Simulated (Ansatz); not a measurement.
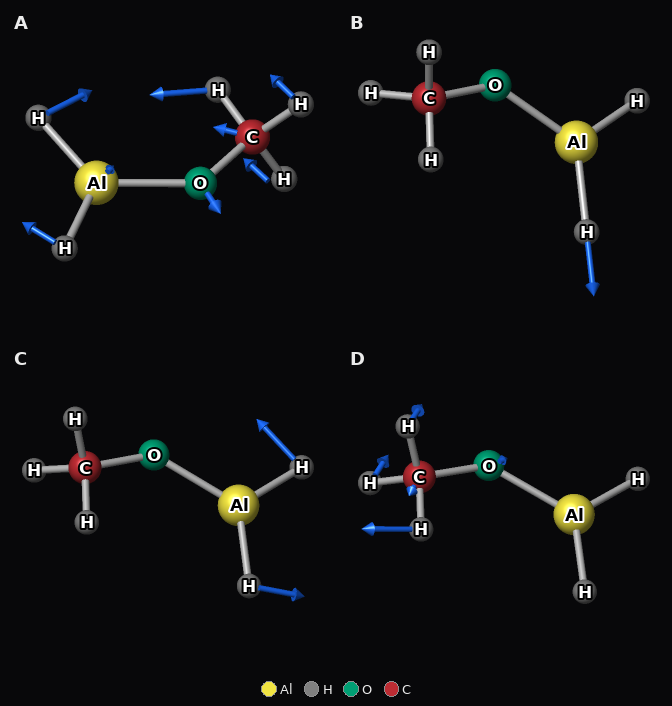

4 normal modes of one molecule or complex, as arrows. Harmonic vibrations computed with RKS PBE0-D4/def2-TZVP (Ansatz 0.2.0) at a stationary point of the same level.

> Match the panels to the wavenumbers 151 cm⁻¹, 551 cm⁻¹, 1177 cm⁻¹, 1927 cm⁻¹.

A: 151 cm⁻¹
B: 1927 cm⁻¹, Al–H stretching
C: 551 cm⁻¹, H–Al–O bending
D: 1177 cm⁻¹
